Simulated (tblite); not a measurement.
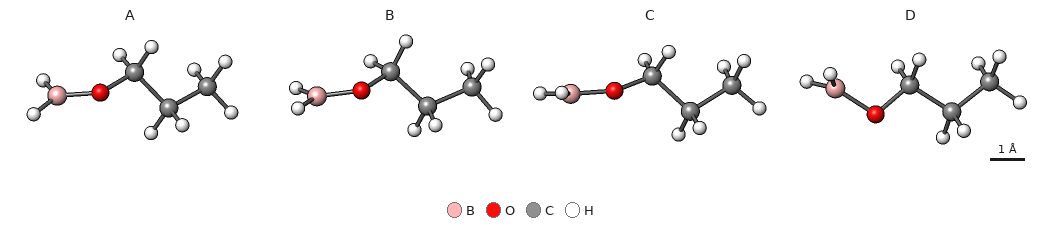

4 geometries from one relaxation of C3H9BO, in shuffled order. A ball-and-stick model, seen at a tilt.

Method: GFN2-xTB geometry optimisation, gas phase (tblite 0.8.0). 

> Order the frames from highest to lowest energy.

D, C, B, A. They are steps 0, 20, 32, 98, at +111.8 kJ/mol, +64.0 kJ/mol, +7.84 kJ/mol relative to the last. An H atom moves most after the best rigid fit: 1.36 Å. By element the largest moves are H 1.36 Å, O 0.86 Å, C 0.47 Å, B 0.26 Å. Some distances before and after: B–O 1.455 → 1.320 Å, C–H 1.117 → 1.088 Å, B–H 1.189 → 1.172 Å, C–C 1.513 → 1.529 Å. Among the angles between lasting bonds that change: B–O–C 109.8° → 124.9°, O–B–H 120.5° → 115.6°, H–B–H 118.9° → 122.0°. Groups turn about B–O by about 90°, C–O by about 65°. Over 98 geometry steps the energy falls by 111.8 kJ/mol.
